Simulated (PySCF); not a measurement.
# C5H8OS (SMILES O=C1CCCSC1): levels of theory compared

We compute a comparison of 6 runs (BHLYP/6-31G*, BLYP/6-31G*, M06-L/6-31G*, PBE/6-31G*, TPSS/6-31G*, r2SCAN/6-31G*) of C5H8OS. 

The results are computed with PySCF 2.14.0.

### Step 1. The structure to begin with

The species is C5H8OS (15 atoms), meant as a singlet with charge 0. As SMILES, `O=C1CCCSC1`. The C3–H8 distance was set to 1.639 Å, away from the relaxed value. At this shape a bond of the SMILES string is far longer than usual.

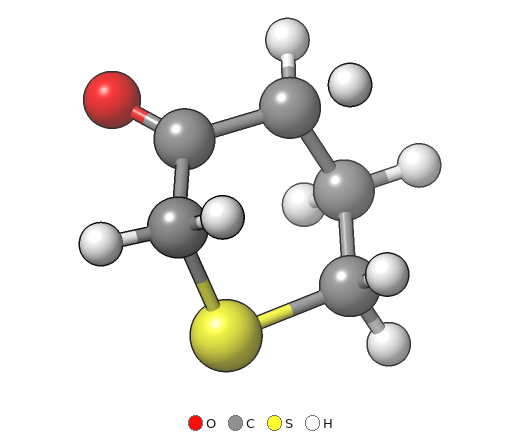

The structure, seen from a chosen angle (oxygen red, carbon grey, sulfur yellow, hydrogen white).

### Step 2. The energy at BHLYP/6-31G(d) (spherical functions) (run 1)

run.py reads:

```python
from pyscf import gto, dft

system = gto.Mole()
system.atom = '''
O       -2.014324       0.801720      -1.852235
C       -1.095064       0.594420      -1.104255
C       -0.468594      -0.770170      -0.916295
C       -0.736634      -1.293440       0.500765
C       -0.150844      -0.371950       1.556185
S       -0.942504       1.266370       1.501105
C       -0.503354       1.668250      -0.225855
H        1.147850      -0.658030      -1.161650
H       -0.892604      -1.456260      -1.650655
H       -1.814464      -1.378600       0.654305
H       -0.299284      -2.289720       0.606065
H        0.923446      -0.235090       1.419435
H       -0.338114      -0.752670       2.559135
H        0.583756       1.711770      -0.298275
H       -0.942674       2.640090      -0.442785
'''
system.basis = '6-31g*'
system.spin = 0
system.max_memory = 1860
system.verbose = 3
system.build()

mf = dft.RKS(system)
mf.xc = 'bhandhlyp'
mf.grids.level = 5
mf.conv_tol = 1e-10
mf.kernel()
if not mf.converged:
    mf = mf.newton().run(mf.mo_coeff, mf.mo_occ)

e_tot = mf.e_tot
print('E(%s) = %.9f' % ('BHLYP', e_tot))
```

Command:

```sh
$ OMP_NUM_THREADS=1 python run.py
```

Output:

```text
converged SCF energy = -668.496650149952
E(BHLYP) = -668.496650150
```

Run time: 50 s. Hardware: 1 thread of Intel Xeon at 2.70GHz, shared host; peak memory 0.68 GiB.

### Step 3. A single-point energy at BLYP/6-31G(d) (spherical functions) (run 2)

input.py reads:

```python
from pyscf import gto, dft

system = gto.M(
    atom='''
O   -2.014324   0.801720  -1.852235
C   -1.095064   0.594420  -1.104255
C   -0.468594  -0.770170  -0.916295
C   -0.736634  -1.293440   0.500765
C   -0.150844  -0.371950   1.556185
S   -0.942504   1.266370   1.501105
C   -0.503354   1.668250  -0.225855
H    1.147850  -0.658030  -1.161650
H   -0.892604  -1.456260  -1.650655
H   -1.814464  -1.378600   0.654305
H   -0.299284  -2.289720   0.606065
H    0.923446  -0.235090   1.419435
H   -0.338114  -0.752670   2.559135
H    0.583756   1.711770  -0.298275
H   -0.942674   2.640090  -0.442785
''',
    verbose=3,
    charge=0,
    max_memory=1860,
    basis='6-31g*',
)

mf = dft.RKS(system, xc='blyp')
mf.conv_tol = 1e-10
mf.grids.level = 5
mf.kernel()
if not mf.converged:
    mf = mf.newton().run(mf.mo_coeff, mf.mo_occ)

energy = mf.e_tot
print(f'total energy: {energy:.8f} hartree')
```

Command:

```sh
$ OMP_NUM_THREADS=1 python input.py
```

Output:

```text
converged SCF energy = -668.538352005058
total energy: -668.53835201 hartree
```

It took 53 s on 1 thread of Intel Xeon at 2.70GHz, shared host; peak memory 0.68 GiB.

Runs 3 to 5 aren't shown in full; the table further down has their settings and results.

### Step 4. The energy at r2SCAN/6-31G(d) (spherical functions) (run 6)

calc.py reads:

```python
from pyscf import gto, dft

molecule = gto.M(
    atom='''
O     -3.806521     1.515031    -3.500217
C     -2.069371     1.123291    -2.086740
C     -0.885514    -1.455410    -1.731547
C     -1.392037    -2.444247     0.946309
C     -0.285054    -0.702884     2.940763
S     -1.781074     2.393092     2.836677
C     -0.951201     3.152536    -0.426804
H      2.169122    -1.243496    -2.195200
H     -1.686777    -2.751933    -3.119286
H     -3.428840    -2.605176     1.236457
H     -0.565565    -4.326944     1.145297
H      1.745060    -0.444256     2.682343
H     -0.638943    -1.422340     4.836064
H      1.103139     3.234776    -0.563658
H     -1.781396     4.989047    -0.836742
''',
    basis='6-31g*',
    verbose=3,
    charge=0,
    unit='bohr',
    max_memory=1860,
    spin=0,
)

myscf = dft.RKS(molecule)
myscf.xc = 'r2scan'
myscf.grids.level = 5
myscf.conv_tol = 1e-10
myscf.kernel()
if not myscf.converged:
    myscf = myscf.newton().run(myscf.mo_coeff, myscf.mo_occ)

e_final = myscf.e_tot
print('E = %.10f Eh' % e_final)
```

Command:

```sh
$ OMP_NUM_THREADS=1 python calc.py
```

Output:

```text
converged SCF energy = -668.483539794756
E = -668.4835397948 Eh
```

Run time: 1.7 min. Hardware: 1 thread of Intel Xeon at 2.70GHz, shared host; peak memory 0.74 GiB.

### Step 5. All runs side by side

```
run                                level  energy (Eh)  dipole moment (D)  HOMO energy (eV)  LUMO energy (eV)  wall time
  1   BHLYP/6-31G* (spherical functions)  -668.496650               3.14             -7.60             -0.03       50 s
  2    BLYP/6-31G* (spherical functions)  -668.538352               2.80             -4.88             -1.97       53 s
  3   M06-L/6-31G* (spherical functions)  -668.625761               2.92             -5.39             -2.00    1.8 min
  4     PBE/6-31G* (spherical functions)  -668.155960               2.87             -5.02             -2.13       57 s
  5    TPSS/6-31G* (spherical functions)  -668.736279               2.86             -5.16             -2.03       98 s
  6  r2SCAN/6-31G* (spherical functions)  -668.483540               3.01             -5.36             -2.06    1.7 min
```

### Step 6. Results

```
            quantity          value
 run 6: total energy  -668.48354 Eh
run 6: dipole moment         3.01 D
  run 6: HOMO energy       -5.36 eV
  run 6: LUMO energy       -2.06 eV
run 6: HOMO–LUMO gap        3.29 eV
```

The dipole moment (its size) runs from 2.80 D (BLYP/6-31G*) to 3.14 D (BHLYP/6-31G*). The HOMO–LUMO gap runs from 2.89 eV (PBE/6-31G*) to 7.58 eV (BHLYP/6-31G*). Totals of different functionals can't be ranked against each other. All runs together took 7.8 min, the longest 1.8 min.
